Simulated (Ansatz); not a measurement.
Consider H₂OZn···CH₂O.

Input file:

```
crystal:
  periodic: [false, false, false]
  atoms:
    - { symbol: Zn, position_ang: [0.023914, 0.027074, 1.394046] }
    - { symbol: O, position_ang: [0.456416, -0.429755, -1.723055] }
    - { symbol: C, position_ang: [-0.415304, 0.398596, -1.629013] }
    - { symbol: H, position_ang: [-0.730849, 1.102364, 0.621274] }
    - { symbol: O, position_ang: [0.815611, -1.129458, 2.467228] }
    - { symbol: H, position_ang: [-1.496675, 0.131323, -1.4989] }
    - { symbol: H, position_ang: [-0.220201, 1.498844, -1.718333] }
    - { symbol: H, position_ang: [1.567088, -1.598887, 2.086753] }
basis:
  gaussian: { orbitals: def2-SVP }
hamiltonian:
  xc: r2scan
relax:
  f_tol: 0.03
  max_steps: 50
output:
  orbitals: {}
```

Launched as:

```sh
ansatz run input.yaml --threads 2 --pin off --max-ram 3072MiB --backend cpu --events-out ev --progress --plain --runs-dir out
```

The fields are those of the run's last geometry, not of the input's.

Theory: RKS r2SCAN/def2-SVP (Ansatz 0.2.0).

Question: Predict the electron density and electron localisation function between the atoms.

Answer: Zn1···O2 (2.33 Å): the density falls to about 0.24 e/Å³ on the way; the ELF dips to about 0.05 between them.
C–O (1.21 Å): ρ is about 3.3 e/Å³ halfway; the ELF peaks at about 0.85 between the atoms; a multiple bond.
Zn–O (1.78 Å): ρ at the midpoint is about 0.85 e/Å³; the ELF peaks at about 0.85 in the valence shell of O, 0.6 Å from its nucleus, and is about 0.20 at the midpoint.
O–H (0.97 Å): ρ is about 3.5 e/Å³ halfway; the ELF climbs to about 1 towards the hydrogen, as it does in any bond to H (a covalent bond by its length).

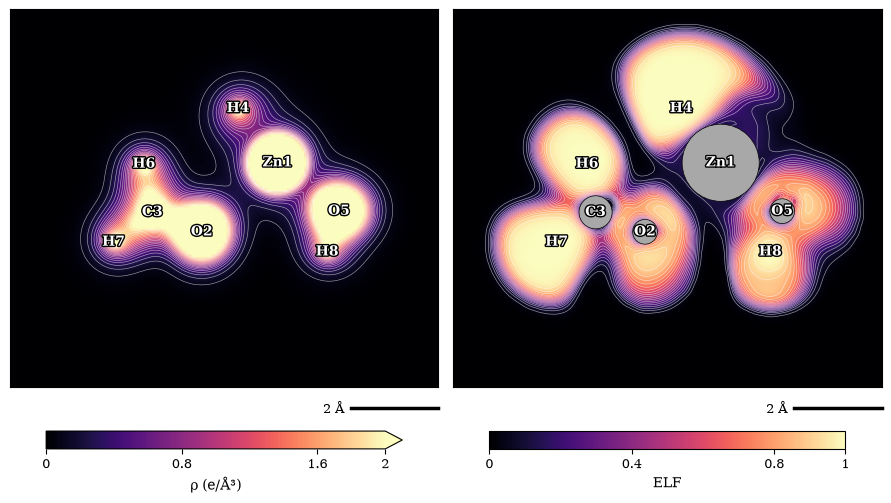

Computed electron density and electron localisation function on the molecular plane, in this order. Grey discs cover the atomic cores in the ELF map. 
